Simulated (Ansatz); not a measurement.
**Geometry relaxation, with input and output: C₂H₇Al (part 2 of 2)**

The same run, continued: C₂H₇Al; RKS PBE0-D4/6-31G* (Ansatz 0.2.0). It belongs to a series of runs on one base structure; here: end point A relaxed.

Geometry of the input (Å):
```
Al 0.3453  0.0130  0.0405
C  1.0620  -0.0406  1.8512
H  0.4738  -0.3757  2.7180
H  1.8982  -0.7514  1.7502
C  1.6244  1.3603  2.1494
H  2.2939  1.3566  3.0194
H  2.2055  1.7641  1.3086
H  0.8218  2.0762  2.3693
H  1.8313  0.2035  -0.3778
H  -1.0511  -0.0161  -0.7208
```

**Trajectory as extended XYZ, continued**
```
10
Properties=species:S:1:pos:R:3:forces:R:3 step=9 energy=-8778.29736
Al    0.5043   -0.0073   -0.0328    0.0130  -0.0045   0.0347
C     1.1143    0.0173    1.8403    0.0041   0.0082   0.0081
H     0.3011   -0.2820    2.5142    0.0005  -0.0020  -0.0078
H     1.8999   -0.7445    1.9607   -0.0104   0.0009  -0.0073
C     1.6763    1.3808    2.2735    0.0060  -0.0086   0.0166
H     2.0651    1.3517    3.2991    0.0028   0.0088   0.0076
H     2.4996    1.7088    1.6278   -0.0003  -0.0048  -0.0110
H     0.9111    2.1666    2.2485    0.0000   0.0004  -0.0080
H     1.5539    0.2839   -1.2029    0.0065   0.0113  -0.0157
H    -1.0205   -0.2852   -0.4204   -0.0222  -0.0097  -0.0172
10
Properties=species:S:1:pos:R:3:forces:R:3 step=10 energy=-8778.29788
Al    0.4927   -0.0048   -0.0342   -0.0541  -0.0027  -0.0596
C     1.0937    0.0315    1.8453   -0.0090   0.0027  -0.0534
H     0.2595   -0.2333    2.5087    0.0082   0.0148  -0.0038
H     1.8438   -0.7639    1.9852   -0.0214   0.0198  -0.0099
C     1.7063    1.3748    2.2707   -0.0012   0.0518  -0.0220
H     2.0473    1.3491    3.3139    0.0077   0.0311  -0.0182
H     2.5734    1.6421    1.6506   -0.0786  -0.0273   0.0439
H     0.9849    2.2022    2.1912    0.0746  -0.0902   0.0152
H     1.5031    0.4713   -1.1959   -0.1130  -0.0476   0.0945
H    -0.9996   -0.4788   -0.4275    0.1869   0.0476   0.0132
10
Properties=species:S:1:pos:R:3:forces:R:3 step=11 energy=-8778.29865
Al    0.4934   -0.0021   -0.0275   -0.0283  -0.0223  -0.1107
C     1.0915    0.0298    1.8494   -0.0064   0.1116  -0.0407
H     0.2639   -0.2360    2.5173   -0.0409  -0.0056   0.0294
H     1.8444   -0.7582    1.9844    0.0544  -0.0850  -0.0023
C     1.7033    1.3751    2.2712   -0.0461  -0.1884   0.0641
H     2.0689    1.3509    3.3033    0.0254  -0.0087   0.0712
H     2.5467    1.6537    1.6380    0.1475   0.0333  -0.1233
H     0.9776    2.1874    2.2139   -0.1407   0.1579  -0.0069
H     1.5067    0.4417   -1.1939   -0.0532  -0.0135   0.0823
H    -0.9911   -0.4524   -0.4482    0.0882   0.0206   0.0369
10
Properties=species:S:1:pos:R:3:forces:R:3 step=12 energy=-8778.29979
Al    0.4874   -0.0002   -0.0205   -0.0341   0.0305  -0.1522
C     1.0642    0.0551    1.8462   -0.0142   0.0322  -0.0275
H     0.2219   -0.1954    2.4998   -0.0230  -0.0023   0.1129
H     1.7840   -0.7687    1.9588    0.0717  -0.0479   0.1063
C     1.7209    1.3735    2.2704    0.0138  -0.0184   0.0256
H     2.0912    1.3357    3.3026    0.0095   0.0063   0.0059
H     2.5727    1.6230    1.6271    0.0025   0.0085   0.0049
H     1.0185    2.2140    2.2148    0.0038   0.0020   0.0059
H     1.4824    0.5375   -1.1496   -0.0077   0.0094  -0.0461
H    -0.9380   -0.5846   -0.4416   -0.0223  -0.0203  -0.0357
10
Properties=species:S:1:pos:R:3:forces:R:3 step=13 energy=-8778.30400
Al    0.4843    0.0008   -0.0266   -0.0423  -0.0113  -0.1237
C     1.0634    0.0557    1.8492    0.0154  -0.0156   0.0054
H     0.2197   -0.1837    2.5089    0.0038   0.0049   0.0284
H     1.7816   -0.7707    1.9819   -0.0122   0.0098   0.0340
C     1.7269    1.3718    2.2738    0.0173   0.0686  -0.0185
H     2.0866    1.3349    3.3110   -0.0048   0.0067  -0.0326
H     2.5894    1.6129    1.6371   -0.0662  -0.0106   0.0512
H     1.0304    2.2200    2.2076    0.0647  -0.0662   0.0115
H     1.4539    0.5612   -1.1722   -0.0146   0.0046   0.0235
H    -0.9311   -0.6129   -0.4628    0.0389   0.0090   0.0207
10
Properties=species:S:1:pos:R:3:forces:R:3 step=14 energy=-8778.30708
Al    0.4820   -0.0015   -0.0367    0.0226   0.0211  -0.0020
C     1.0515    0.0666    1.8472   -0.0008   0.0068   0.0033
H     0.1951   -0.1424    2.5018   -0.0135  -0.0073   0.0065
H     1.7409   -0.7794    2.0037    0.0048   0.0008   0.0070
C     1.7423    1.3679    2.2747   -0.0109  -0.0040  -0.0308
H     2.1006    1.3232    3.3108    0.0004  -0.0047   0.0085
H     2.6070    1.5961    1.6408    0.0040  -0.0043  -0.0053
H     1.0623    2.2258    2.2090    0.0103   0.0054   0.0068
H     1.4126    0.6344   -1.1740   -0.0124   0.0005   0.0121
H    -0.8892   -0.7007   -0.4693   -0.0045  -0.0143  -0.0061
10
Properties=species:S:1:pos:R:3:forces:R:3 step=15 energy=-8778.30829
Al    0.4715    0.0083   -0.0398   -0.0323  -0.0834  -0.0866
C     1.0213    0.0916    1.8492    0.0083  -0.0305   0.0275
H     0.1456   -0.0752    2.4936    0.0362   0.0114  -0.0105
H     1.6640   -0.7915    2.0224   -0.0417   0.0716  -0.0092
C     1.7694    1.3616    2.2748   -0.0425  -0.0107  -0.0362
H     2.1289    1.3012    3.3096   -0.0019  -0.0006   0.0113
H     2.6410    1.5546    1.6378   -0.0137  -0.0144   0.0029
H     1.1250    2.2477    2.2103    0.0299  -0.0238   0.0040
H     1.3409    0.7668   -1.1599   -0.0877  -0.0367   0.0602
H    -0.8023   -0.8751   -0.4901    0.1453   0.1171   0.0366
10
Properties=species:S:1:pos:R:3:forces:R:3 step=16 energy=-8778.30825 accepted=F
Al    0.4914   -0.0147   -0.0396   -0.1409   0.1106  -0.0588
C     1.0241    0.0852    1.8534    0.0555  -0.0820   0.0134
H     0.1437   -0.0730    2.4936    0.0232   0.0015  -0.0321
H     1.6650   -0.7953    2.0421   -0.0312   0.0599   0.0206
C     1.7696    1.3589    2.2708   -0.0221  -0.0027  -0.0332
H     2.1201    1.3091    3.3096   -0.0044  -0.0003   0.0026
H     2.6470    1.5423    1.6391   -0.0130  -0.0066   0.0078
H     1.1281    2.2457    2.1912    0.0254  -0.0246  -0.0021
H     1.3139    0.7942   -1.1574   -0.0167  -0.0727   0.0545
H    -0.7978   -0.8624   -0.4948    0.1242   0.0169   0.0271
10
Properties=species:S:1:pos:R:3:forces:R:3 step=17 energy=-8778.31105
Al    0.4761    0.0042   -0.0375    0.0022  -0.0109  -0.0210
C     1.0207    0.0899    1.8516    0.0068  -0.0077   0.0019
H     0.1452   -0.0737    2.4954    0.0042   0.0017   0.0016
H     1.6629   -0.7901    2.0290   -0.0099   0.0142   0.0040
C     1.7687    1.3598    2.2729   -0.0141  -0.0160  -0.0040
H     2.1266    1.3023    3.3084    0.0012   0.0023   0.0103
H     2.6408    1.5475    1.6365    0.0092  -0.0025  -0.0068
H     1.1275    2.2464    2.2048    0.0029   0.0077  -0.0028
H     1.3233    0.7701   -1.1587   -0.0073   0.0099   0.0109
H    -0.7865   -0.8664   -0.4944    0.0049   0.0013   0.0059
10
Properties=species:S:1:pos:R:3:forces:R:3 step=18 energy=-8778.31231
Al    0.4780   -0.0005   -0.0397   -0.0152   0.0421  -0.0199
C     1.0103    0.0960    1.8533    0.0241  -0.0344   0.0116
H     0.1259   -0.0440    2.4918    0.0112   0.0018  -0.0166
H     1.6316   -0.7960    2.0477   -0.0201   0.0266  -0.0002
C     1.7797    1.3544    2.2702   -0.0188  -0.0237  -0.0057
H     2.1303    1.2981    3.3083   -0.0003   0.0000   0.0113
H     2.6589    1.5213    1.6381    0.0152  -0.0017  -0.0101
H     1.1562    2.2523    2.1913   -0.0037   0.0146  -0.0069
H     1.2753    0.8385   -1.1496   -0.0223  -0.0286   0.0318
H    -0.7411   -0.9301   -0.5033    0.0298   0.0033   0.0048
10
Properties=species:S:1:pos:R:3:forces:R:3 step=19 energy=-8778.31313
Al    0.4761   -0.0001   -0.0403   -0.0140   0.0619  -0.0447
C     0.9988    0.1031    1.8555    0.0318  -0.0476   0.0223
H     0.1057   -0.0119    2.4883    0.0216   0.0047  -0.0294
H     1.5972   -0.8014    2.0658   -0.0304   0.0384  -0.0092
C     1.7919    1.3483    2.2675   -0.0162  -0.0180  -0.0055
H     2.1326    1.2937    3.3092   -0.0018   0.0018   0.0054
H     2.6801    1.4900    1.6412    0.0048  -0.0032  -0.0010
H     1.1893    2.2592    2.1745   -0.0006   0.0052  -0.0092
H     1.2177    0.9094   -1.1390   -0.0452  -0.0655   0.0619
H    -0.6841   -1.0003   -0.5147    0.0500   0.0224   0.0094
10
Properties=species:S:1:pos:R:3:forces:R:3 step=20 energy=-8778.31398
Al    0.4735    0.0031   -0.0388   -0.0103   0.0403  -0.0470
C     0.9952    0.1053    1.8566    0.0263  -0.0335   0.0168
H     0.0991   -0.0005    2.4865    0.0175   0.0044  -0.0206
H     1.5846   -0.8035    2.0711   -0.0250   0.0294  -0.0079
C     1.7966    1.3456    2.2664   -0.0078  -0.0061  -0.0041
H     2.1300    1.2940    3.3109   -0.0023   0.0040  -0.0012
H     2.6906    1.4751    1.6449   -0.0072  -0.0036   0.0086
H     1.2034    2.2620    2.1637    0.0060  -0.0065  -0.0073
H     1.1900    0.9347   -1.1333   -0.0355  -0.0496   0.0507
H    -0.6577   -1.0257   -0.5201    0.0383   0.0212   0.0119
10
Properties=species:S:1:pos:R:3:forces:R:3 step=21 energy=-8778.31525
Al    0.4692    0.0097   -0.0373   -0.0171  -0.0079  -0.0277
C     0.9893    0.1089    1.8569    0.0157   0.0018   0.0022
H     0.0859    0.0236    2.4790    0.0029   0.0025  -0.0002
H     1.5582   -0.8087    2.0816   -0.0064   0.0037   0.0011
C     1.8071    1.3386    2.2636    0.0159   0.0288  -0.0026
H     2.1171    1.2979    3.3164   -0.0041   0.0087  -0.0226
H     2.7177    1.4384    1.6589   -0.0393  -0.0044   0.0327
H     1.2362    2.2667    2.1313    0.0253  -0.0397   0.0021
H     1.1237    0.9952   -1.1172   -0.0178  -0.0179   0.0121
H    -0.5992   -1.0803   -0.5252    0.0249   0.0244   0.0030
10
Properties=species:S:1:pos:R:3:forces:R:3 step=22 energy=-8778.31576
Al    0.4660    0.0125   -0.0361   -0.0230  -0.0266  -0.0505
C     0.9871    0.1115    1.8577    0.0103   0.0043   0.0057
H     0.0783    0.0411    2.4743    0.0005   0.0022   0.0033
H     1.5413   -0.8125    2.0911   -0.0034   0.0025   0.0009
C     1.8156    1.3340    2.2636    0.0203   0.0445  -0.0097
H     2.1060    1.3036    3.3225   -0.0064   0.0044  -0.0287
H     2.7386    1.4122    1.6745   -0.0461  -0.0055   0.0350
H     1.2614    2.2689    2.1073    0.0297  -0.0489   0.0089
H     1.0691    1.0347   -1.1116   -0.0120  -0.0110   0.0174
H    -0.5581   -1.1160   -0.5352    0.0301   0.0341   0.0178
10
Properties=species:S:1:pos:R:3:forces:R:3 step=23 energy=-8778.31600
Al    0.4660    0.0124   -0.0382   -0.0281  -0.0066  -0.0376
C     0.9858    0.1131    1.8564    0.0123  -0.0057   0.0084
H     0.0721    0.0549    2.4680    0.0048   0.0011  -0.0043
H     1.5285   -0.8155    2.0983   -0.0065   0.0121   0.0005
C     1.8218    1.3303    2.2627    0.0184   0.0412  -0.0104
H     2.0953    1.3077    3.3262   -0.0051   0.0033  -0.0267
H     2.7551    1.3916    1.6880   -0.0436  -0.0048   0.0296
H     1.2814    2.2698    2.0876    0.0275  -0.0471   0.0102
H     1.0273    1.0693   -1.1046   -0.0173  -0.0322   0.0224
H    -0.5281   -1.1436   -0.5363    0.0376   0.0387   0.0080
10
Properties=species:S:1:pos:R:3:forces:R:3 step=24 energy=-8778.31619
Al    0.4589    0.0165   -0.0376    0.0242  -0.0144  -0.0390
C     0.9835    0.1160    1.8565   -0.0059  -0.0075   0.0154
H     0.0678    0.0665    2.4667    0.0136   0.0014  -0.0057
H     1.5180   -0.8166    2.1025   -0.0145   0.0207  -0.0111
C     1.8271    1.3279    2.2631    0.0109   0.0280  -0.0086
H     2.0902    1.3094    3.3291   -0.0038   0.0017  -0.0186
H     2.7661    1.3766    1.6978   -0.0313  -0.0037   0.0173
H     1.2976    2.2708    2.0769    0.0194  -0.0318   0.0087
H     0.9945    1.0873   -1.1037   -0.0236  -0.0223   0.0313
H    -0.4985   -1.1643   -0.5434    0.0109   0.0280   0.0102
10
Properties=species:S:1:pos:R:3:forces:R:3 step=25 energy=-8778.31641
Al    0.4629    0.0131   -0.0383   -0.0044   0.0109  -0.0101
C     0.9842    0.1163    1.8569    0.0008  -0.0196   0.0103
H     0.0660    0.0718    2.4641    0.0130   0.0002  -0.0116
H     1.5145   -0.8173    2.1075   -0.0129   0.0220  -0.0048
C     1.8297    1.3269    2.2633    0.0061   0.0128  -0.0076
H     2.0855    1.3122    3.3308   -0.0015   0.0009  -0.0101
H     2.7724    1.3688    1.7044   -0.0182  -0.0012   0.0092
H     1.3055    2.2706    2.0693    0.0110  -0.0183   0.0046
H     0.9725    1.0954   -1.1012    0.0047   0.0001   0.0113
H    -0.4879   -1.1679   -0.5487    0.0015  -0.0077   0.0087
```

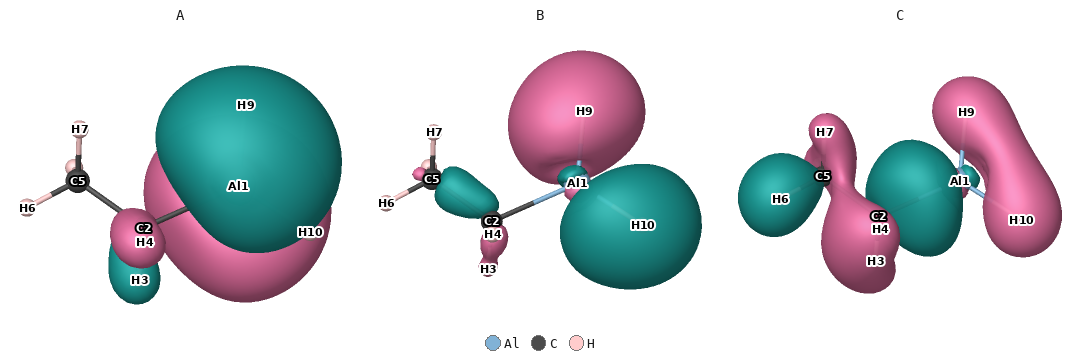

Figure 1. Three frontier orbitals at ±0.08 Å⁻³ᐟ² (teal and pink are the two phases). B is the HOMO−1 (−8.18 eV). By Hirshfeld shares it lies mainly on Al1 (35 %), H9 (30 %) and H10 (30 %). C is the HOMO (−7.42 eV). By Hirshfeld shares it lies mainly on C2 (40 %), Al1 (25 %) and C5 (10 %). A is the LUMO (−1.25 eV). Its weight (Hirshfeld) is mainly on Al1 (80 %). The HOMO–LUMO gap is 6.17 eV between the orbital energies.

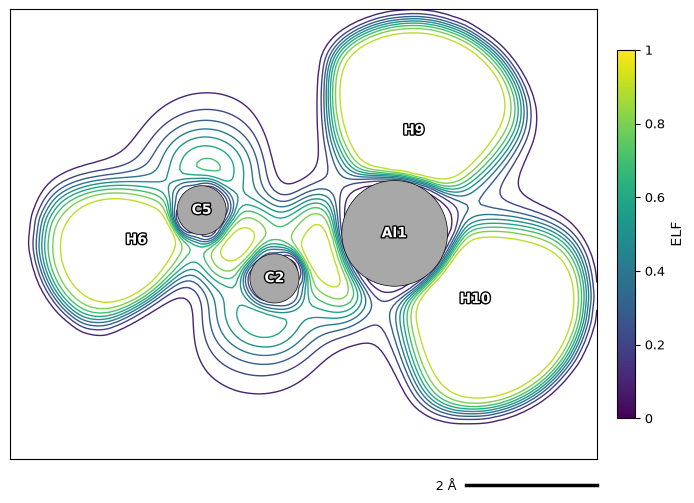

Figure 2. ELF on the plane of atoms C2, Al1 and H10. Grey discs, where drawn, cover atomic cores. C–C (1.53 Å): the ELF peaks at about 0.95 between the atoms, as expected for localised, shared-pair bonding. Al–H (1.60 Å): the ELF climbs to about 1 towards the hydrogen.

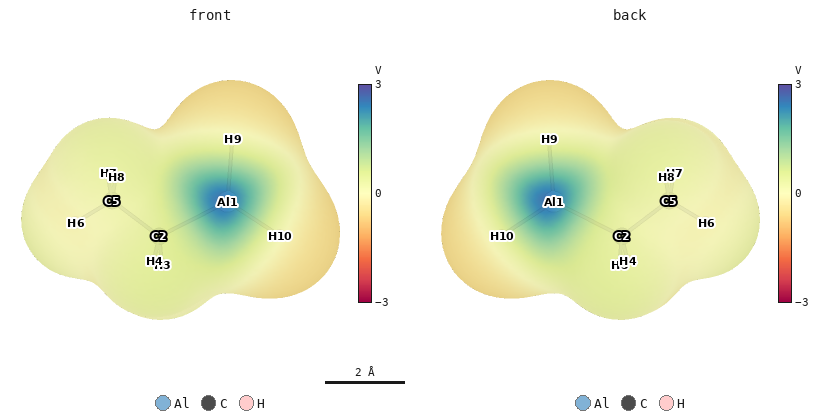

Figure 3. The molecular electrostatic potential painted on the density surface at 0.001 e/bohr³, seen face on and from behind; red is negative and blue positive.

**Key numbers**

```csv
quantity,value
outcome,converged
total energy,−8778.3164 eV
mean-field energy,−8778.1940 eV
largest force (length of the vector) at the end,0.026 eV/Å
hardware,"1 thread of Arm Neoverse V1, 24 GiB of memory available, shared host"
wall time,60 s
peak memory,0.12 GiB
```
